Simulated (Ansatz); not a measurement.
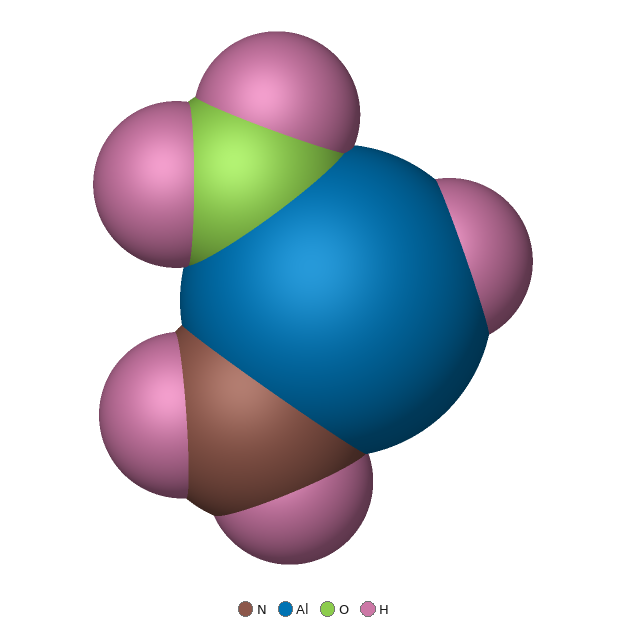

State: charge +1, singlet. Computed geometry: PBE0-D4/def2-TZVP optimisation. No frequency run is at hand to confirm it as a minimum.

Give the structural formula.

SMILES: [NH2][AlH][OH2+]

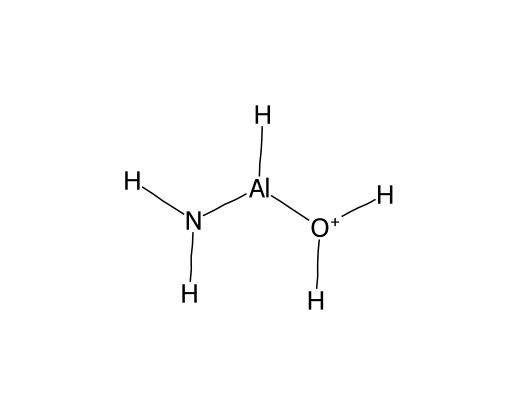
